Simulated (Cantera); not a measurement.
Charge: 1 mol Ta₂O₅, 2.2 mol CH₄, 2.5 mol H₂, equilibrated at 0.150 bar.

Equilibrium computed with Cantera from the NASA thermochemical tables; the gas is ideal and each condensed phase is pure. Candidate condensed phases: C, C₆H₆, C₇H₈, C₈H₁₈, H₂O, Ta, TaC, Ta₂O₅; 113 gas species. Mutual solubility and eutectic melting of coexisting phases are not modelled. TaC: taken at fixed stoichiometry. Condensed phases not in the tables: Ta₂C. The numbers say what is thermodynamically allowed, not how fast it happens.

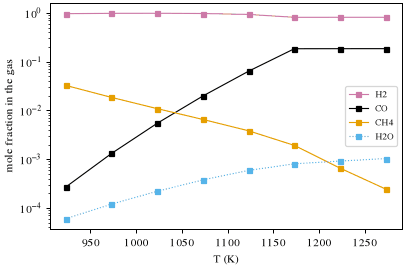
*Equilibrium gas composition (values under 1e-9 drawn at 1e-9)*

**Question.** Read off the mole fractions at 973 K.

**Answer.** H₂ about 0.98, CH₄ about 0.019, CO about 0.0013, H₂O about 0.00012.
